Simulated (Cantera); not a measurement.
Input: 1 mol Cu, 0.59 mol CO, equilibrated at 10.0 Torr.

Equilibrium computed with Cantera from the NASA thermochemical tables; the gas is ideal and each condensed phase is pure. Candidate condensed phases: C, Cu, CuO, Cu2O; 15 gas species. Rates play no part.

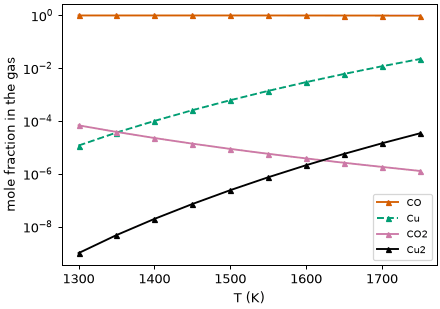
Fig. 1. Equilibrium gas composition (values under 1e-9 drawn at 1e-9)

Question: Read off the mole fractions at 1700 K.

Answer: CO about 0.99, Cu about 0.012, Cu2 about 1.4e-5, CO2 about 1.8e-6.
